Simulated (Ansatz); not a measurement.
# C$_{2}$H$_{4}$AlCl: what the fields show

```yaml
atoms:
  - { symbol: Cl, position_ang: [0.0329, -1.0705, 3.1539] }
  - { symbol: Al, position_ang: [0.0181, -0.4039, 1.1739] }
  - { symbol: C, position_ang: [0.2513, 0.8710, -0.2079] }
  - { symbol: C, position_ang: [-0.2345, -0.5863, -0.6948] }
  - { symbol: H, position_ang: [1.2344, 1.1585, -0.5792] }
  - { symbol: H, position_ang: [-0.4626, 1.6700, -0.4057] }
  - { symbol: H, position_ang: [0.4751, -1.1004, -1.3421] }
  - { symbol: H, position_ang: [-1.2225, -0.5954, -1.1540] }
```

Level of theory: Ansatz 0.2.0, RKS PBE0-D4/def2-mTZVP.

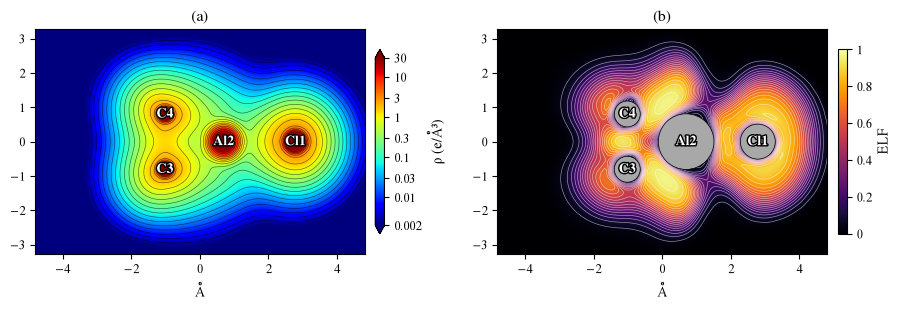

Figure 1. (a) total electron density; (b) ELF on the plane of atoms Al2, C3 and C4. Grey discs cover the atomic cores in the ELF map.

### What do the fields say about this system?

The plane passes through Cl, Al and C nuclei.
C–C (1.61 Å): ρ is about 1.4 e/Å³ halfway; the ELF peaks at about 0.90 between the atoms; localised, covalent bonding.
C–Al (1.89 Å): ρ at the midpoint is about 0.69 e/Å³; the ELF peaks at about 0.85 between the atoms, as expected for a shared but strongly polarised pair.
Al–Cl (2.09 Å): the density is about 0.74 e/Å³ at the midpoint; the ELF peaks at about 0.85 in the valence shell of Cl, 0.9 Å from its nucleus, and is about 0.80 at the midpoint.
The ELF also peaks beside Cl1, away from the bonds: lone-pair regions.

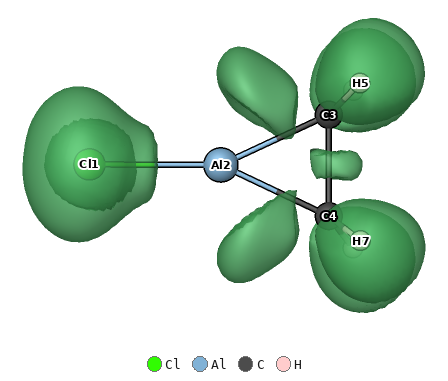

Figure 2. Isosurface of the electron localisation function at 0.8 (green), seen across its widest extent. Core shells and regions of very low density are left out.

### What do the ELF domains correspond to?

The ELF exceeds this value in one region between bonded C–C atoms (shared pairs), four regions around hydrogen nuclei, one region on Cl in which the atom's valence shell and bonds are merged and two lobes on Al, pointing away from the bonds (lone pairs).

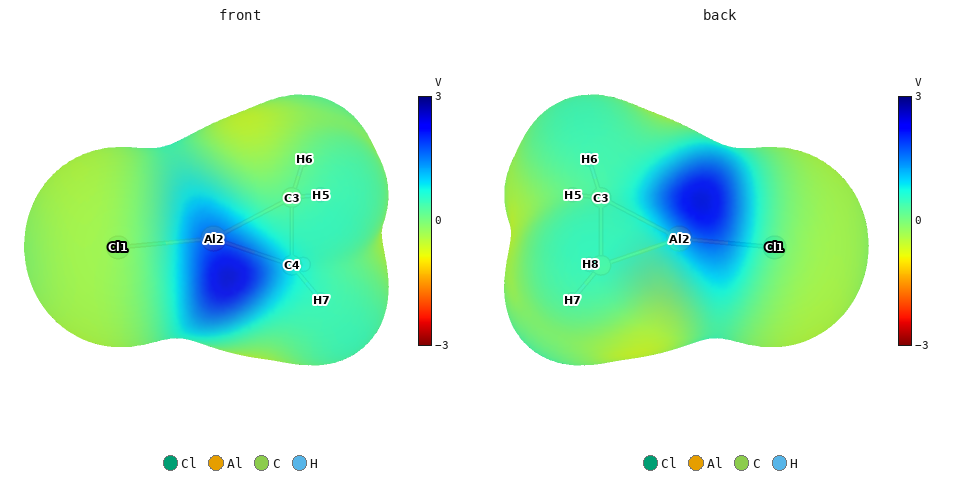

Figure 3. The molecular electrostatic potential painted on the density surface at 0.001 e/bohr³, seen from the front and from behind; the colour scale runs from red (negative) to blue (positive).

### Which sites attract a positive test charge, and which a negative one?

A positive charge is drawn to the negative regions and a negative charge to the positive ones. The most negative region (about −0.6 V, or −14 kcal/mol for a unit charge) lies over C3 and C4, the most positive (about +2.4 V, or +55 kcal/mol for a unit charge) over Al2.
